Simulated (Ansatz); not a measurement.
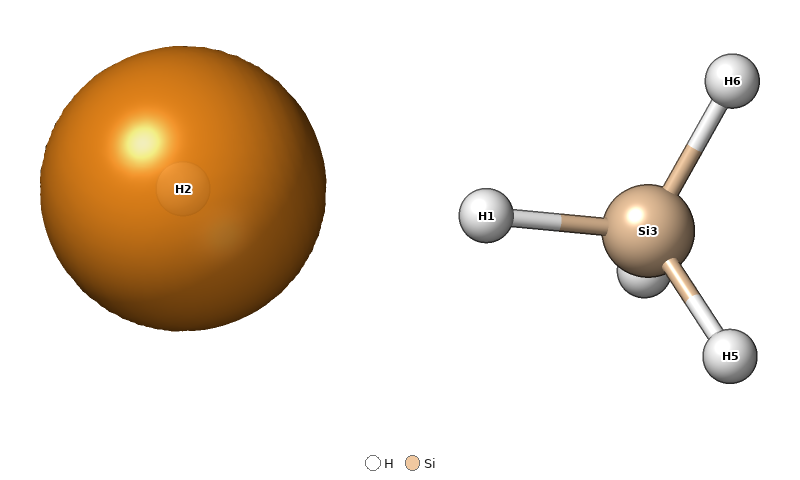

The picture shows: SiH4···H (doublet). Isosurface of the spin density (α minus β) at +0.02 e/Å³ (orange), seen at a tilt.

The calculation used Ansatz, UKS PBE-D4/def2-SVP.

```xyz
6

H     0.3786   -0.0779   -0.6875
H     1.6256   -0.4334   -3.1513
Si   -0.3252    0.0867    0.6303
H    -1.5956   -0.7163    0.6233
H    -0.6509    1.5379    0.8464
H     0.5673   -0.3971    1.7387
```

Where is the unpaired spin?

The unpaired spin (1 electron) lies mostly on H2 (about 1.0), in electrons by Hirshfeld's partition.
